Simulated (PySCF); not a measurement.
**Single-point calculation of C$_{5}$H$_{10}$OSi**

- system: C$_{5}$H$_{10}$OSi, SMILES O=C1CCC[SiH2]C1
- method: B3LYP/pcSseg-1 single-point energy, gas phase (PySCF 2.14.0)

Some settings of this run were made unusual or wrong on purpose. The geometry comes from this level: GFN2-xTB.

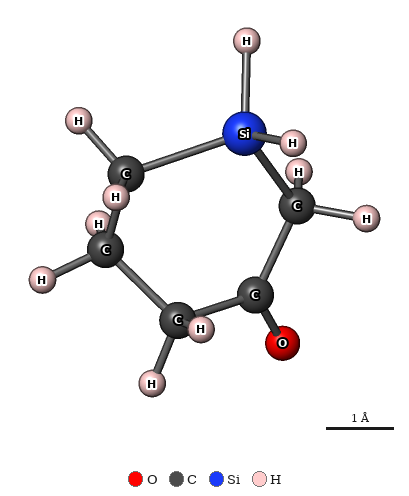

Figure 1. The input geometry (ball-and-stick view, seen at a tilt). Bond lengths as drawn: C–C 1.51 to 1.53 Å, C–H 1.09 Å, C–O 1.21 Å, C–Si 1.90 to 1.91 Å and H–Si 1.47 Å.

### Input
```
{"job": {"kind": "sp", "xc": "B3LYP", "basis": "pcSseg-1", "grid": 0, "pop": false}, "charge": 0, "multiplicity": 1}
O     -1.777560     2.108269    -0.688524
C     -1.097517     1.211067    -0.253599
C      0.342319     1.428547     0.144145
C      1.278364     0.443419    -0.563495
C      1.308963    -0.909722     0.142794
Si    -0.453682    -1.532946     0.512174
C     -1.650860    -0.186728    -0.099113
H      0.607523     2.458791    -0.102720
H      0.429710     1.299017     1.225957
H      2.285018     0.868103    -0.592407
H      0.949697     0.318353    -1.597826
H      1.868407    -0.806253     1.074154
H      1.862519    -1.623707    -0.467218
H     -0.734518    -2.786741    -0.195473
H     -0.625661    -1.726494     1.958245
H     -2.511035    -0.105387     0.569094
H     -2.081686    -0.457587    -1.066189
```

The first line tells a small driver script what to run in PySCF; the rest is the geometry in Å.

Run on 1 CPU thread, shared host.

Launched with:
```bash
OMP_NUM_THREADS=1 python <driver script> task.json out
```

### Log
```
final grid: 14344 points
cycle   1  E = -561.0274322986  dE =  8.198e-01  |g| = 8.991e-01  |ddm| = 3.684e+00
cycle   2  E = -560.5285414465  dE =  4.989e-01  |g| = 1.815e+00  |ddm| = 2.918e+00
cycle   3  E = -561.1775308419  dE = -6.490e-01  |g| = 2.668e-01  |ddm| = 2.382e+00
cycle   4  E = -561.1926863711  dE = -1.516e-02  |g| = 8.294e-02  |ddm| = 2.777e-01
cycle   5  E = -561.1943032915  dE = -1.617e-03  |g| = 1.448e-02  |ddm| = 8.437e-02
cycle   6  E = -561.1943478748  dE = -4.458e-05  |g| = 5.423e-03  |ddm| = 1.686e-02
cycle   7  E = -561.1943544765  dE = -6.602e-06  |g| = 1.289e-03  |ddm| = 5.625e-03
cycle   8  E = -561.1943548310  dE = -3.545e-07  |g| = 3.165e-04  |ddm| = 1.621e-03
cycle   9  E = -561.1943548507  dE = -1.971e-08  |g| = 1.021e-04  |ddm| = 4.213e-04
cycle  10  E = -561.1943548531  dE = -2.409e-09  |g| = 2.219e-05  |ddm| = 1.093e-04
cycle  11  E = -561.1943548532  dE = -1.195e-10  |g| = 6.810e-06  |ddm| = 3.158e-05
converged SCF energy = -561.1943548532
```

### What the run reported

```csv
quantity,value
outcome,converged
total energy,−561.194355 hartree
HOMO,−6.80 eV
LUMO,−0.65 eV
dipole moment,2.81 D
wall time,4.1 s
peak memory,0.54 GiB
```

### Diagnosis

Some settings of this run were drawn to be unusual or wrong; see grid = 0. It converged; results that depend on the unusual settings are not reference values.
